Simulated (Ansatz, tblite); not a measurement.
# WNCl3: removing and adding an electron

Aim: the energy of removing and adding an electron for WNCl3, by energy differences, and how well orbital energies stand in for it.

Program: Ansatz 0.2.0, Gaussian basis. Level of theory: as each input shows. These are calculated values, not measurements.

The runs, in order: charge +1 doublet, at the geometry of the singlet (PBE0-D4/def2-TZVP, PBE-D4/def2-TZVP, r2SCAN-D4/def2-TZVP); charge -1 doublet, at the geometry of the singlet (PBE0-D4/def2-TZVPD, PBE-D4/def2-TZVPD, r2SCAN-D4/def2-TZVPD); the starting singlet's energies come from earlier runs.

**1. The geometry**

The geometry is that of the singlet, from an earlier relaxation (PBE0-D4/def2-SVP).

5 atoms, charge 0, spin multiplicity 1.

Atoms are counted from 1 here; the program's logs count them from 0.

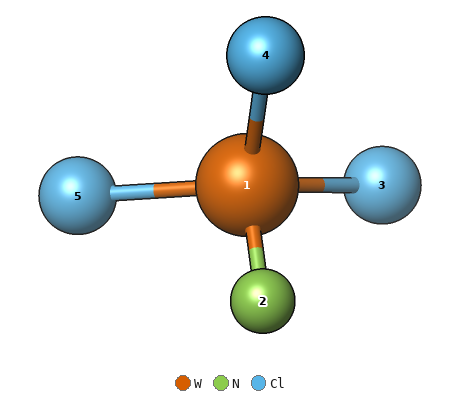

The structure; tungsten orange, nitrogen green, chlorine blue; atoms are numbered from 1 in the order of the file.

Formally the metal is d0. W takes a core potential in the def2 sets. No spin-orbit coupling is included.

**2. Charge +1 doublet at the fixed geometry, first pass, PBE0-D4/def2-SVP**

Input file in.yaml:

```yaml
crystal:
  periodic: [false, false, false]
  atoms:
    - {symbol: W, position_ang: [0.000085, -0.000066, 0.007163]}
    - {symbol: N, position_ang: [0.007443, -0.013627, 1.658805]}
    - {symbol: Cl, position_ang: [2.191368, 0.009142, -0.565151]}
    - {symbol: Cl, position_ang: [-1.103235, 1.902164, -0.534839]}
    - {symbol: Cl, position_ang: [-1.095660, -1.897603, -0.565978]}
basis:
  gaussian: {orbitals: def2-SVP}
total_charge: 1
magnetization: {spin_polarized: true, initial_magnetization: 1}
hamiltonian: {xc: pbe0, dispersion: d4}
output: {orbitals: {seedname: orbitals}}
```

Launch:

```console
> ansatz run in.yaml --threads 4 --pin off --events-out ev --progress --plain --max-ram 3916MiB
```

The program printed:

```text
Functional definition: PBE0
  name "PBE0"
  cite "Adamo & Barone, J. Chem. Phys. 110, 6158 (1999) doi:10.1063/1.478522"
  cite "Perdew, Burke & Ernzerhof, Phys. Rev. Lett. 77, 3865 (1996) doi:10.1103/PhysRevLett.77.3865"
  parent pbe
  parameter a = 0.25
  parameter kappa = 0.804
  parameter beta = 0.06672455060314922
  exchange = (1 - a)*pbe_x(kappa = kappa, mu = beta*pi^2/3) + a*exact_x
  correlation = pbe_c(beta = beta)
931 factors; integrals over basis functions are off by at most 1.0e-3 eV
mean field evaluation 1: about -40833.0839 eV, gradient 6.1e1 eV
mean field evaluation 2: about -40688.7059 eV, gradient 1.5e2 eV
mean field evaluation 4: about -40835.0859 eV, gradient 5.1e1 eV
mean field evaluation 8: about -40849.4966 eV, gradient 4.2e-1 eV
mean field evaluation 16: about -40849.6720 eV, gradient 5.1e-2 eV
mean field evaluation 32: about -40849.7625 eV, gradient 3.5e-4 eV
mean field evaluation 64: about -40849.7545 eV, gradient 1.1e-1 eV
mean field evaluation 96: about -40849.7154 eV, gradient 2.4e0 eV
mean field -40849.76253544 eV, -1501.2010842140 hartree, gradient 6.9e-6 eV, S^2 0.766011; 12 other end points of the search recorded, 0 dependent functions left out
reference -40849.76257813 eV, -1501.2010857827 hartree; 36, 35 occupied and 64, 65 virtual orbitals, 931 factors
Total energy: -40849.94441587 eV, -1501.2077681964 hartree
```

Run time: 24 s. Hardware: 4 threads of Arm Neoverse V2, shared host.

Report: HOMO -14.75 eV, LUMO -13.03 eV (over both spins); ⟨S²⟩ 0.766 (pure: 0.75).

**3. Charge +1 doublet at the fixed geometry, PBE0-D4/def2-TZVP**

start.molden holds the orbitals of an earlier run on this state, given as this run's starting guess.

Edit in.yaml of step 2 so:

```diff
@@ -9,3 +9,3 @@
 basis:
-  gaussian: {orbitals: def2-SVP}
+  gaussian: {orbitals: def2-TZVP, initial_orbitals: start.molden}
 total_charge: 1
@@ -13,2 +13,3 @@
 hamiltonian: {xc: pbe0, dispersion: d4}
+scf: {omitted_lower_state_checks: [starts]}
 output: {orbitals: {seedname: orbitals}}
```

The command is unchanged.

The program printed:

```text
Functional definition: PBE0
  name "PBE0"
  cite "Adamo & Barone, J. Chem. Phys. 110, 6158 (1999) doi:10.1063/1.478522"
  cite "Perdew, Burke & Ernzerhof, Phys. Rev. Lett. 77, 3865 (1996) doi:10.1103/PhysRevLett.77.3865"
  parent pbe
  parameter a = 0.25
  parameter kappa = 0.804
  parameter beta = 0.06672455060314922
  exchange = (1 - a)*pbe_x(kappa = kappa, mu = beta*pi^2/3) + a*exact_x
  correlation = pbe_c(beta = beta)
these checks for a lower state are left out or cut short: starts
1359 factors; their error is unknown
mean field evaluation 1: about -40861.6950 eV, gradient 1.3e2 eV
mean field evaluation 2: about -40864.8574 eV, gradient 4.0e0 eV
mean field evaluation 4: about -40865.0574 eV, gradient 1.5e-1 eV
mean field evaluation 8: about -40865.0577 eV, gradient 6.4e-4 eV
mean field -40865.05773955 eV, -1501.7631725975 hartree, gradient 5.9e-6 eV, S^2 0.766086; 0 other end points of the search recorded, 0 dependent functions left out
reference -40865.05776808 eV, -1501.7631736460 hartree; 36, 35 occupied and 146, 147 virtual orbitals, 1359 factors
Total energy: -40865.23960582 eV, -1501.7698560597 hartree
Checks for a lower state left out: starts
```

Run time: 16 s. Hardware: 4 threads of Arm Neoverse V2, shared host; peak memory 1.1 GiB.

HOMO -14.56 eV, LUMO -12.80 eV (over both spins); ⟨S²⟩ 0.766 (pure: 0.75).

**4. Charge +1 doublet at the fixed geometry, PBE-D4/def2-TZVP**

Edit in.yaml of step 3 so:

```diff
@@ -12,3 +12,3 @@
 magnetization: {spin_polarized: true, initial_magnetization: 1}
-hamiltonian: {xc: pbe0, dispersion: d4}
+hamiltonian: {xc: pbe, dispersion: d4}
 scf: {omitted_lower_state_checks: [starts]}
```

Launched as before.

The program printed:

```text
Functional definition: PBE
  name "PBE"
  cite "Perdew, Burke & Ernzerhof, Phys. Rev. Lett. 77, 3865 (1996) doi:10.1103/PhysRevLett.77.3865"
  parent pbe
  parameter kappa = 0.804
  parameter beta = 0.06672455060314922
  exchange = pbe_x(kappa = kappa, mu = beta*pi^2/3)
  correlation = pbe_c(beta = beta)
these checks for a lower state are left out or cut short: starts
1247 factors; their error is unknown
mean field evaluation 1: about -40864.3177 eV, gradient 1.1e1 eV
mean field evaluation 2: about -40864.5204 eV, gradient 3.9e-1 eV
mean field evaluation 4: about -40864.5226 eV, gradient 8.4e-2 eV
mean field evaluation 8: about -40864.5227 eV, gradient 2.6e-5 eV
mean field evaluation 16: about -40864.5227 eV, gradient 6.8e-6 eV
mean field -40864.52273837 eV, -1501.7435116668 hartree, gradient 6.8e-6 eV, S^2 0.755604; 0 other end points of the search recorded, 0 dependent functions left out
reference -40864.52277632 eV, -1501.7435130616 hartree; 36, 35 occupied and 146, 147 virtual orbitals, 1247 factors
Total energy: -40864.73218809 eV, -1501.7512088018 hartree
Checks for a lower state left out: starts
```

Wall time 4.3 s (4 threads of Arm Neoverse V2, shared host).

Report: HOMO -13.34 eV, LUMO -13.27 eV (over both spins); ⟨S²⟩ 0.756 (pure: 0.75).

**5. Charge +1 doublet at the fixed geometry, r2SCAN-D4/def2-TZVP**

Edit in.yaml of step 4 so:

```diff
@@ -12,3 +12,3 @@
 magnetization: {spin_polarized: true, initial_magnetization: 1}
-hamiltonian: {xc: pbe, dispersion: d4}
+hamiltonian: {xc: r2scan, dispersion: d4}
 scf: {omitted_lower_state_checks: [starts]}
```

Same command.

The program printed:

```text
Functional definition: r2SCAN
  name "r2SCAN"
  cite "Furness, Kaplan, Ning, Perdew & Sun, J. Phys. Chem. Lett. 11, 8208 (2020) doi:10.1021/acs.jpclett.0c02405"
  cite "Furness, Kaplan, Ning, Perdew & Sun, J. Phys. Chem. Lett. 11, 9248 (2020) doi:10.1021/acs.jpclett.0c03077"
  parent r2scan
  parameter k0 = 0.174
  parameter k1 = 0.065
  parameter a1 = 4.9479
  exchange = r2scan_x(k0 = k0, k1 = k1, a1 = a1)
  correlation = r2scan_c
these checks for a lower state are left out or cut short: starts
1247 factors; their error is unknown
mean field evaluation 1: about -40877.6921 eV, gradient 7.8e0 eV
mean field evaluation 2: about -40877.7643 eV, gradient 1.6e-1 eV
mean field evaluation 4: about -40877.7605 eV, gradient 7.7e-2 eV
mean field evaluation 8: about -40877.7605 eV, gradient 2.6e-5 eV
mean field evaluation 16: about -40877.7605 eV, gradient 2.0e-5 eV
mean field -40877.76049558 eV, -1502.2299902712 hartree, gradient 7.7e-6 eV, S^2 0.762621; 0 other end points of the search recorded, 0 dependent functions left out
reference -40877.76050677 eV, -1502.2299906825 hartree; 36, 35 occupied and 146, 147 virtual orbitals, 1247 factors
Total energy: -40877.80735553 eV, -1502.2317123429 hartree
Checks for a lower state left out: starts
```

Run time: 25 s. Hardware: 4 threads of Arm Neoverse V2, shared host; peak memory 0.57 GiB.

From the report: HOMO -13.67 eV, LUMO -13.32 eV (over both spins); ⟨S²⟩ 0.763 (pure: 0.75).

**6. Vertical ionisation energy**

Charged state less starting state, singlet to doublet; the starting state's energies are those of its earlier runs.

```tsv
level	vertical ionisation energy (eV)	time
PBE-D4/def2-TZVP	+10.52	6.1 s
r2SCAN-D4/def2-TZVP	+10.72	29 s
PBE0-D4/def2-TZVP	+10.96	19 s
```

Times add the two runs; a level without a time comes out of a correlated run.

Beside −ε(HOMO) of the starting state:

```tsv
level	−ε(HOMO) (eV)	by difference (eV)	mismatch (eV)
PBE-D4/def2-TZVP	7.71	10.52	-2.81
r2SCAN-D4/def2-TZVP	8.05	10.72	-2.67
PBE0-D4/def2-TZVP	9.08	10.96	-1.88
```

**7. Charge -1 doublet at the fixed geometry, first pass, PBE0-D4/def2-SVP**

Edit in.yaml of step 5 so:

```diff
@@ -9,7 +9,6 @@
 basis:
-  gaussian: {orbitals: def2-TZVP, initial_orbitals: start.molden}
-total_charge: 1
+  gaussian: {orbitals: def2-SVP}
+total_charge: -1
 magnetization: {spin_polarized: true, initial_magnetization: 1}
-hamiltonian: {xc: r2scan, dispersion: d4}
-scf: {omitted_lower_state_checks: [starts]}
+hamiltonian: {xc: pbe0, dispersion: d4}
 output: {orbitals: {seedname: orbitals}}
```

Launched as before.

The program printed:

```text
Functional definition: PBE0
  name "PBE0"
  cite "Adamo & Barone, J. Chem. Phys. 110, 6158 (1999) doi:10.1063/1.478522"
  cite "Perdew, Burke & Ernzerhof, Phys. Rev. Lett. 77, 3865 (1996) doi:10.1103/PhysRevLett.77.3865"
  parent pbe
  parameter a = 0.25
  parameter kappa = 0.804
  parameter beta = 0.06672455060314922
  exchange = (1 - a)*pbe_x(kappa = kappa, mu = beta*pi^2/3) + a*exact_x
  correlation = pbe_c(beta = beta)
931 factors; integrals over basis functions are off by at most 1.0e-3 eV
mean field evaluation 1: about -40852.3986 eV, gradient 4.9e1 eV
mean field evaluation 2: about -40706.7204 eV, gradient 1.6e2 eV
mean field evaluation 4: about -40861.8640 eV, gradient 9.1e0 eV
mean field evaluation 8: about -40862.4802 eV, gradient 5.5e-1 eV
mean field evaluation 16: about -40862.4834 eV, gradient 4.2e-3 eV
mean field evaluation 32: about -40862.4843 eV, gradient 1.8e-4 eV
mean field evaluation 64: about -40862.4841 eV, gradient 1.6e-2 eV
mean field -40862.48427757 eV, -1501.6685996141 hartree, gradient 3.9e-6 eV, S^2 0.756968; 2 other end points of the search recorded, 0 dependent functions left out
reference -40862.48432355 eV, -1501.6686013038 hartree; 37, 36 occupied and 63, 64 virtual orbitals, 931 factors
Total energy: -40862.69899075 eV, -1501.6764901780 hartree
```

Wall time 18 s (4 threads of Arm Neoverse V2, shared host).

Report: HOMO 0.28 eV, LUMO 2.81 eV (over both spins); ⟨S²⟩ 0.757 (pure: 0.75). Doubts: highest occupied level lies above zero.

**8. Charge -1 doublet at the fixed geometry, PBE0-D4/def2-TZVPD**

Edit in.yaml of step 7 so:

```diff
@@ -9,3 +9,3 @@
 basis:
-  gaussian: {orbitals: def2-SVP}
+  gaussian: {orbitals: def2-TZVPD, initial_orbitals: start.molden}
 total_charge: -1
@@ -13,2 +13,3 @@
 hamiltonian: {xc: pbe0, dispersion: d4}
+scf: {omitted_lower_state_checks: [starts]}
 output: {orbitals: {seedname: orbitals}}
```

Launched as before.

The program printed:

```text
Functional definition: PBE0
  name "PBE0"
  cite "Adamo & Barone, J. Chem. Phys. 110, 6158 (1999) doi:10.1063/1.478522"
  cite "Perdew, Burke & Ernzerhof, Phys. Rev. Lett. 77, 3865 (1996) doi:10.1103/PhysRevLett.77.3865"
  parent pbe
  parameter a = 0.25
  parameter kappa = 0.804
  parameter beta = 0.06672455060314922
  exchange = (1 - a)*pbe_x(kappa = kappa, mu = beta*pi^2/3) + a*exact_x
  correlation = pbe_c(beta = beta)
these checks for a lower state are left out or cut short: starts
1519 factors; their error is unknown
mean field evaluation 1: about -40873.6709 eV, gradient 1.3e2 eV
mean field evaluation 2: about -40877.4782 eV, gradient 5.4e0 eV
mean field evaluation 4: about -40877.8358 eV, gradient 8.2e-3 eV
mean field evaluation 8: about -40877.9410 eV, gradient 1.9e-5 eV
mean field -40877.94102241 eV, -1502.2366245101 hartree, gradient 2.9e-6 eV, S^2 0.757401; 0 other end points of the search recorded, 0 dependent functions left out
reference -40877.94107334 eV, -1502.2366263816 hartree; 37, 36 occupied and 181, 182 virtual orbitals, 1519 factors
Total energy: -40878.15574054 eV, -1502.2445152559 hartree
Checks for a lower state left out: starts
```

Run time: 22 s. Hardware: 4 threads of Arm Neoverse V2, shared host; peak memory 1.4 GiB.

From the report: HOMO -0.19 eV, LUMO 2.19 eV (over both spins); ⟨S²⟩ 0.757 (pure: 0.75).

**9. Charge -1 doublet at the fixed geometry, PBE-D4/def2-TZVPD**

Edit in.yaml of step 8 so:

```diff
@@ -12,3 +12,3 @@
 magnetization: {spin_polarized: true, initial_magnetization: 1}
-hamiltonian: {xc: pbe0, dispersion: d4}
+hamiltonian: {xc: pbe, dispersion: d4}
 scf: {omitted_lower_state_checks: [starts]}
```

Same command.

The program printed:

```text
Functional definition: PBE
  name "PBE"
  cite "Perdew, Burke & Ernzerhof, Phys. Rev. Lett. 77, 3865 (1996) doi:10.1103/PhysRevLett.77.3865"
  parent pbe
  parameter kappa = 0.804
  parameter beta = 0.06672455060314922
  exchange = pbe_x(kappa = kappa, mu = beta*pi^2/3)
  correlation = pbe_c(beta = beta)
these checks for a lower state are left out or cut short: starts
1365 factors; their error is unknown
mean field evaluation 1: about -40876.5455 eV, gradient 1.1e1 eV
mean field evaluation 2: about -40876.7017 eV, gradient 2.7e-1 eV
mean field evaluation 4: about -40876.6866 eV, gradient 5.9e-2 eV
mean field evaluation 8: about -40876.6866 eV, gradient 2.4e-5 eV
mean field -40876.68662723 eV, -1502.1905263375 hartree, gradient 4.9e-6 eV, S^2 0.754181; 0 other end points of the search recorded, 0 dependent functions left out
reference -40876.68668946 eV, -1502.1905286243 hartree; 37, 36 occupied and 181, 182 virtual orbitals, 1365 factors
Total energy: -40876.93393876 eV, -1502.1996148686 hartree
Checks for a lower state left out: starts
```

Run time: 12 s. Hardware: 4 threads of Arm Neoverse V2, shared host; peak memory 0.69 GiB.

HOMO 1.08 eV, LUMO 1.31 eV (over both spins); ⟨S²⟩ 0.754 (pure: 0.75). Doubts: highest occupied level lies above zero.

**10. Charge -1 doublet at the fixed geometry, r2SCAN-D4/def2-TZVPD**

Edit in.yaml of step 9 so:

```diff
@@ -12,3 +12,3 @@
 magnetization: {spin_polarized: true, initial_magnetization: 1}
-hamiltonian: {xc: pbe, dispersion: d4}
+hamiltonian: {xc: r2scan, dispersion: d4}
 scf: {omitted_lower_state_checks: [starts]}
```

Launched as before.

The program printed:

```text
Functional definition: r2SCAN
  name "r2SCAN"
  cite "Furness, Kaplan, Ning, Perdew & Sun, J. Phys. Chem. Lett. 11, 8208 (2020) doi:10.1021/acs.jpclett.0c02405"
  cite "Furness, Kaplan, Ning, Perdew & Sun, J. Phys. Chem. Lett. 11, 9248 (2020) doi:10.1021/acs.jpclett.0c03077"
  parent r2scan
  parameter k0 = 0.174
  parameter k1 = 0.065
  parameter a1 = 4.9479
  exchange = r2scan_x(k0 = k0, k1 = k1, a1 = a1)
  correlation = r2scan_c
these checks for a lower state are left out or cut short: starts
1365 factors; their error is unknown
mean field evaluation 1: about -40890.2275 eV, gradient 7.7e0 eV
mean field evaluation 2: about -40890.2807 eV, gradient 9.4e-2 eV
mean field evaluation 4: about -40890.2665 eV, gradient 5.4e-4 eV
mean field evaluation 8: about -40890.2675 eV, gradient 2.7e-2 eV
mean field evaluation 16: about -40890.2676 eV, gradient 3.9e-5 eV
mean field -40890.26755524 eV, -1502.6896162362 hartree, gradient 5.1e-6 eV, S^2 0.758503; 0 other end points of the search recorded, 0 dependent functions left out
reference -40890.26760305 eV, -1502.6896179931 hartree; 37, 36 occupied and 181, 182 virtual orbitals, 1365 factors
Total energy: -40890.32317780 eV, -1502.6916603275 hartree
Checks for a lower state left out: starts
```

It took 53 s on 4 threads of Arm Neoverse V2, shared host; peak memory 0.77 GiB.

From the report: HOMO 0.78 eV, LUMO 1.50 eV (over both spins); ⟨S²⟩ 0.759 (pure: 0.75). Doubts: highest occupied level lies above zero.

**11. Vertical electron affinity**

Starting state less charged state (positive: the electron is bound), singlet to doublet; the starting state's energies are those of its earlier runs.

```tsv
level	vertical electron affinity (eV)	time
PBE-D4/def2-TZVPD	+1.63	15 s
r2SCAN-D4/def2-TZVPD	+1.75	59 s
PBE0-D4/def2-TZVPD	+1.91	26 s
```

Times add the two runs; a level without a time comes out of a correlated run.

Beside −ε(LUMO) of the starting state:

```tsv
level	−ε(LUMO) (eV)	by difference (eV)	mismatch (eV)
PBE-D4/def2-TZVPD	4.32	1.63	+2.69
r2SCAN-D4/def2-TZVPD	4.26	1.75	+2.51
PBE0-D4/def2-TZVPD	3.57	1.91	+1.66
```

**12. What came out**

| quantity | value |
| --- | --- |
| vertical ionisation energy, functionals in def2-TZVP | 10.52 (PBE-D4) to 10.96 eV (PBE0-D4) |
| vertical electron affinity, functionals in def2-TZVPD | 1.63 (PBE-D4) to 1.91 eV (PBE0-D4) |

In words: The vertical ionisation energy spans 10.52 to 10.96 eV over the functionals. −ε(HOMO) misses the level's own difference by -1.88 eV at best (PBE0-D4) and -2.81 eV at worst (PBE-D4). The vertical electron affinity spans 1.63 to 1.91 eV over the functionals. The anion's highest level lies above zero where self-interaction lifts it, so diffuse functions weigh on these values. −ε(LUMO) misses the level's own difference by +1.66 eV at best (PBE0-D4) and +2.69 eV at worst (PBE-D4). The charged states' spins were chosen beforehand and needn't be their lowest.

The anion's highest level is positive in at least one run, so there the basis alone may hold the extra electron.
